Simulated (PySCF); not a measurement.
# TiO₂⁻: structure of the doublet

The task is one start of a wider search on TiO₂⁻: the doublet, from a PBE minimum start. It is relaxed, tested by its Hessian and followed downhill if it is a saddle.

Computed with PySCF 2.14.0. Level: PBE, basis Ti def2-SVPD, O def2-SVPD, no relativity, density fitting.

### 1 The system as given

3 atoms, charge -1, spin multiplicity 2.

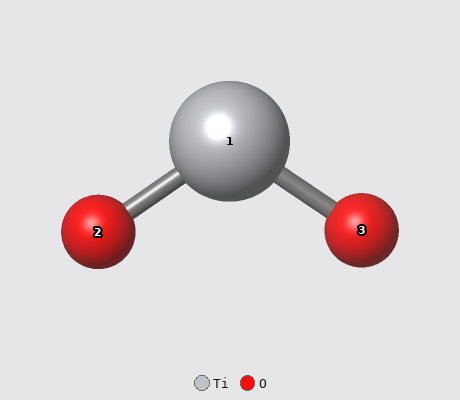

The starting geometry (titanium light grey, oxygen red); atoms are numbered from 1 in the order of the file.

Z-matrix (Å, degrees; charge -1 multiplicity 2):
```
Ti
O  1 1.6785
O  1 1.6785 2 111.35
```

### 2 Finding the electronic state

One driver script runs all steps and calls PySCF; scf.py shows how it sets up the SCF of each step. The optimiser is the driver's own. After this first run the driver tries any further starts and a stability analysis.

Contents of scf.py:

```python
from pyscf import gto, scf, dft
mol = gto.M(atom='''
Ti    -0.000000    -0.000000    -0.379388
O      1.386195    -0.000000     0.567101
O     -1.386195     0.000000     0.567101''',
    basis={'Ti': 'def2-SVPD', 'O': 'def2-SVPD'},
    charge=-1, spin=1)
mf = dft.UKS(mol, xc='PBE')
mf.grids.atom_grid = (50, 194)
aux = {'Ti': 'def2-universal-JKFIT', 'O': 'def2-universal-JKFIT'}
mf = mf.density_fit(auxbasis=aux)
mf.conv_tol = 1e-08
mf.diis_space = 10
mf.max_cycle = 60
mf.init_guess = 'minao'
mf.verbose = 4
mf.kernel()
```

Launch:

```bash
OMP_NUM_THREADS=2 python axn.py task.json out
```

The program printed:

```text
init E= -999.246205059836
[... the frontier-level lines of each cycle are left out ...]
cycle= 1 E= -998.865189526963  delta_E= 0.381  |g|= 1.13  |ddm|= 1.99
cycle= 2 E= -982.693855589276  delta_E= 16.2  |g|=  5.1  |ddm|= 5.01
cycle= 3 E= -998.126719760249  delta_E= -15.4  |g|= 1.49  |ddm|= 5.18
cycle= 4 E= -999.240827075005  delta_E= -1.11  |g|= 0.559  |ddm|= 4.02
cycle= 5 E= -999.448706050107  delta_E= -0.208  |g|= 0.147  |ddm|= 1.37
cycle= 6 E= -999.456292953775  delta_E= -0.00759  |g|= 0.074  |ddm|= 0.213
cycle= 7 E= -999.458989918607  delta_E= -0.0027  |g|= 0.0289  |ddm|= 0.122
cycle= 8 E= -999.459353702863  delta_E= -0.000364  |g|= 0.00971  |ddm|= 0.0554
cycle= 9 E= -999.459389899302  delta_E= -3.62e-05  |g|= 0.00154  |ddm|= 0.0152
cycle= 10 E= -999.459391093667  delta_E= -1.19e-06  |g|= 0.000799  |ddm|= 0.00305
cycle= 11 E= -999.45939138323  delta_E= -2.9e-07  |g|= 5.56e-05  |ddm|= 0.000951
cycle= 12 E= -999.459391387373  delta_E= -4.14e-09  |g|= 1.87e-05  |ddm|= 0.000164
Extra cycle  E= -999.459391386468  delta_E= 9.05e-10  |g|= 6.27e-05  |ddm|= 8.76e-05
converged SCF energy = -999.459391386468  <S^2> = 0.75283001  2S+1 = 2.002828
```

This step, with its further starts and checks, took 27 s on 2 threads of Arm Neoverse N1, shared host.

The starts that the driver tried:

```csv
start,energy (Eh)
the minimal-basis guess,-999.459391
a thermally smeared density,-999.459391
a smeared PBE density,-999.459391
```

The test of internal stability and the other starts found no lower solution of this spin.

### 3 Relaxing the doublet from the PBE minimum start

The program finds C2v symmetry in the start, which this walk keeps. The walk stops when the largest gradient is under 0.0003 Eh/bohr and the energy has settled too.

Changes to scf.py since step 2:

```diff
@@ -3,3 +3,3 @@
-Ti    -0.000000    -0.000000    -0.379388
-O      1.386195    -0.000000     0.567101
-O     -1.386195     0.000000     0.567101''',
+Ti     0.000000     0.000000    -0.378770
+O      1.386195     0.000000     0.567719
+O     -1.386195     0.000000     0.567719''',
@@ -15 +14,0 @@
-mf.init_guess = 'minao'
```

The optimiser's trace:

```csv
step,energy (Eh),change (kJ/mol),largest symmetric gradient (Eh/bohr)
0,-999.459391,0.00,0.00034
1,-999.459393,0.00,0.00014
```

The walk took 3.8 s.

After 1 steps and 0.0 kJ/mol it ends at C2v: Ti–O 1.679 Å (×2); O–Ti–O 111.5°.

### 4 Frequencies

The point is checked on the finer grid, and tightened if its gradient asks for it. The Hessian and the dipole derivatives come from central differences of analytic gradients, with steps of 0.02 bohr.

Changes to scf.py since step 3:

```diff
@@ -3,3 +3,3 @@
-Ti     0.000000     0.000000    -0.378770
-O      1.386195     0.000000     0.567719
-O     -1.386195     0.000000     0.567719''',
+Ti     0.000000     0.000000    -0.379280
+O      1.386200     0.000000     0.567213
+O     -1.386200     0.000000     0.567213''',
@@ -9 +9 @@
-mf.grids.atom_grid = (50, 194)
+mf.grids.atom_grid = (75, 302)
@@ -12 +12 @@
-mf.conv_tol = 1e-08
+mf.conv_tol = 1e-10
```

This SCF starts from the last density.

SCF at the final geometry:

```text
init E= -999.459400564417
[... the frontier-level lines of each cycle are left out ...]
cycle= 1 E= -999.459400560783  delta_E= 3.63e-09  |g|= 9.39e-05  |ddm|= 9.38e-05
cycle= 2 E= -999.45940043  delta_E= 1.31e-07  |g|= 0.000571  |ddm|= 0.000482
cycle= 3 E= -999.459400562961  delta_E= -1.33e-07  |g|= 6.23e-05  |ddm|= 0.000403
cycle= 4 E= -999.459400564511  delta_E= -1.55e-09  |g|= 7.6e-06  |ddm|= 4.01e-05
cycle= 5 E= -999.459400564549  delta_E= -3.82e-11  |g|= 5.17e-08  |ddm|= 1.5e-05
Extra cycle  E= -999.459400564547  delta_E= 1.36e-12  |g|= 1.89e-07  |ddm|= 1.83e-07
converged SCF energy = -999.459400564547  <S^2> = 0.75282747  2S+1 = 2.0028255
```

The whole step took 38 s.

Geometry: C2v; Ti–O 1.679 Å (×2); O–Ti–O 111.3°.

Modes, for the most abundant isotopes:

```tsv
symmetry	ω (cm⁻¹)	IR (km/mol)	μ (u)
a1	330	1.5	18.33
b2	892	288	20.21
a1	935	160	18.58
```

No imaginary mode, so this is a minimum.

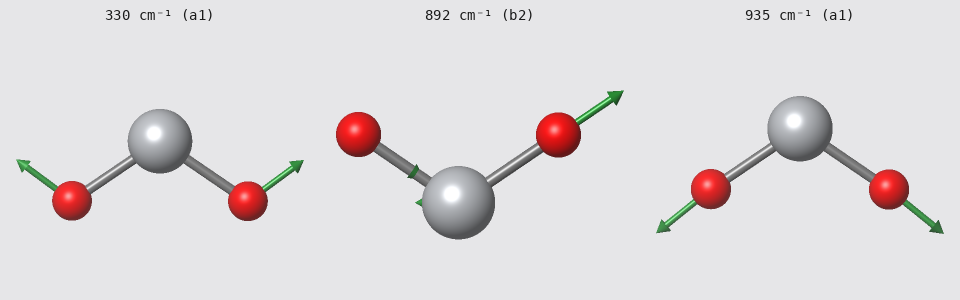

Displacements of 3 of the modes, as arrows (one member where a mode is degenerate).

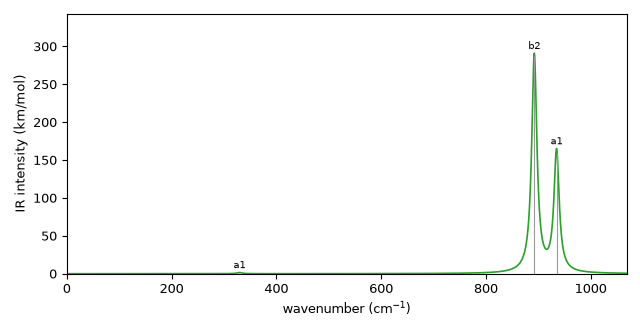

The harmonic infrared spectrum (widths in cm⁻¹). Lines are broadened to a width of 12 cm⁻¹ (Lorentzian).

Properties at this point:

```
Dipole moment about the centre of mass                          : 1.18 D
Highest occupied level                                          : 0.74 eV
Lowest empty level                                              : 1.75 eV
Rotational constants                                            : 0.9807, 0.2742, 0.2143 cm⁻¹
Zero-point energy                                               : 12.9 kJ/mol
Principal polarisabilities                                      : 113.6, 125.5, 157.3 bohr³
Principal traceless quadrupole moments about the centre of mass : -9.93, -1.50, 11.43 D Å
Entropy at 298.15 K and 1 bar (electronic part: spin only)      : 265.5 J/(mol K)
Heat capacity Cp at 298.15 K                                    : 44.1 J/(mol K)
Enthalpy at 298.15 K above 0 K                                  : 11.20 kJ/mol
Rotational symmetry number                                      : 2
Spin squared ⟨S²⟩                                               : 0.753
```

Populations by atom (charges in e):

```tsv
atom	Mulliken	Löwdin	polar tensor	spin (Mulliken)	Mayer order to Ti1
Ti1	0.54	0.52	0.67	1.26	–
O2,3	-0.77	-0.76	-0.84	-0.13	1.53
```

Mulliken populations on Ti1: s 6.76, p 12.33, d 2.32, f 0.05.

### 5 Results

| quantity | value |
| --- | --- |
| minimum | doublet, C2v |
| geometry | Ti–O 1.679 Å (×2); O–Ti–O 111.3° |
| wavenumbers (cm⁻¹) | 330 (a1), 892 (b2), 935 (a1) |
| dipole moment (centre of mass) | 1.18 D |
| highest occupied, lowest empty level (either spin) | 0.74, 1.75 eV |
| polar-tensor charge of Ti1 | +0.67 e |
| zero-point energy | 12.9 kJ/mol |
| entropy at 298.15 K | 265.5 J/(mol K) |
| ⟨S²⟩ | 0.753 |

In words: The molecule stays C2v, as typed, and the end point is a minimum. In the infrared the band at 892 cm⁻¹ (b2, stretch) leads. Most of the spin sits on Ti1 (Mulliken spin 1.26, against 1 for the whole molecule). Other starts or spin states, not run here, may lie lower. The highest occupied level lies above zero: either self-interaction error lifts it or the extra electron is not bound, and the basis holds it in place. Open d and f shells are described by one determinant, and the ground state may have another occupation or spin.

The search up to here took 69 s.
